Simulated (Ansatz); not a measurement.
**PtTe2: 4 layers**

Consider PtTe2 (space group P-3m1, No. 164; a = 4.052 Å, c = 5.096 Å; layered).

Now apply this change: a free-standing slab of 4 layers (12 atoms, 3 a layer) is cut normal to the stacking axis, with 15 Å of vacuum and the in-plane cell relaxed.

Calculations: Kohn–Sham DFT with the PBE-D3(BJ) functional, run in Ansatz (a program for electronic structure) with PAW and 420 eV plane waves, without spin-orbit coupling. Γ-centred 13×13×1 mesh, Fermi–Dirac width 0.05 eV, for the changed cell.

```json
[
 {"quantity": "layer's space group (with vacuum)", "base": "–", "changed": "P-3m1 (No. 164)", "shift": "–"},
 {"quantity": "shortest interatomic distance", "base": "2.706 Å", "changed": "2.692 Å", "shift": "-0.014 Å"},
 {"quantity": "band gap", "base": "zero", "changed": "zero", "shift": "–"},
 {"quantity": "excess energy per area of both faces (slab less bulk energy over the cell's area: twice a surface energy) (uncertain by up to 0.1 J/m²)", "base": "–", "changed": "0.9 J/m²", "shift": "–"},
 {"quantity": "thickness between the outermost nuclei", "base": "–", "changed": "18.14 Å", "shift": "–"},
 {"quantity": "in-plane lattice parameter a", "base": "4.052 Å", "changed": "4.033 Å", "shift": "-0.019 Å"}
]
```

Final structure:

```yaml
crystal:
  lattice:
    - [4.03332, 0.00000, 0.00000]
    - [2.01666, 3.49296, 0.00000]
    - [0.00000, 0.00000, 33.00988]
  atoms:
    - { symbol: Te, position: [0.66667, 0.66667, 0.22523] }
    - { symbol: Pt, position: [0.00000, 0.00000, 0.26747] }
    - { symbol: Te, position: [0.33333, 0.33333, 0.30839] }
    - { symbol: Te, position: [0.66667, 0.66667, 0.38095] }
    - { symbol: Pt, position: [0.00000, 0.00000, 0.42236] }
    - { symbol: Te, position: [0.33333, 0.33333, 0.46392] }
    - { symbol: Te, position: [0.66667, 0.66667, 0.53608] }
    - { symbol: Pt, position: [0.00000, 0.00000, 0.57764] }
    - { symbol: Te, position: [0.33333, 0.33333, 0.61905] }
    - { symbol: Te, position: [0.66667, 0.66667, 0.69161] }
    - { symbol: Pt, position: [0.00000, 0.00000, 0.73253] }
    - { symbol: Te, position: [0.33333, 0.33333, 0.77477] }
```

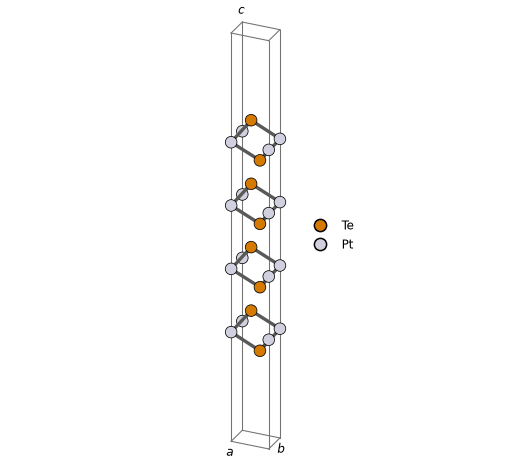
*The relaxed cell after the change*

Slab and bulk use different k-meshes, which limits the precision of the excess energy. No phonon test of stability was made. All final runs are without spin polarisation.
